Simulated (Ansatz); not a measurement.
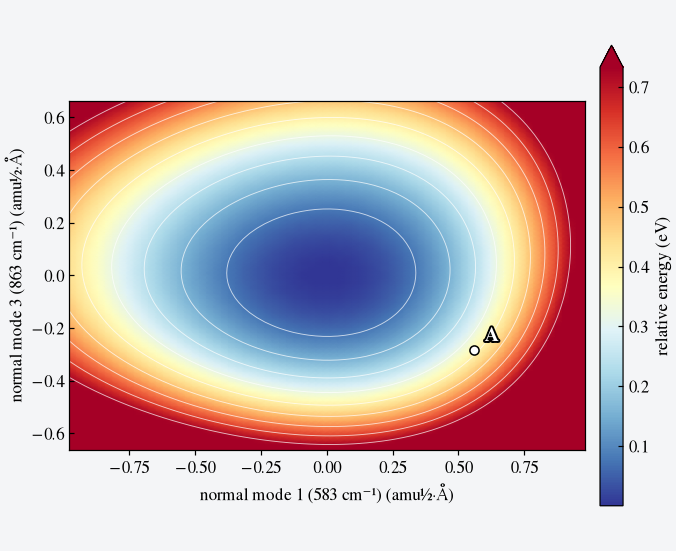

OS2, SMILES o1ss1. 
- The first coordinate is: normal mode 1 (583 cm⁻¹); the second: normal mode 3 (863 cm⁻¹).
- Nothing is relaxed (straight displacements along the two mass-weighted modes).
- The grid has 15 × 15 points.
- Points are written as (first, second).
- Energies are in eV, from the lowest grid point.
- Level of theory: RKS PBE0-D4/def2-TZVP in Ansatz.

In the figure: a smooth colour map with a few white contour lines, one colour for all values above the top of the scale, the point A. Between grid points the surface is interpolated.

Which way does the force act at A, and how strong is it?

A, at (0.56 amu½·Å, −0.284 amu½·Å), is not a stationary point. The computed force is 1 eV for each amu½·Å towards smaller values of normal mode 1 (583 cm⁻¹) and 0.98 eV for each amu½·Å towards larger values of normal mode 3 (863 cm⁻¹).
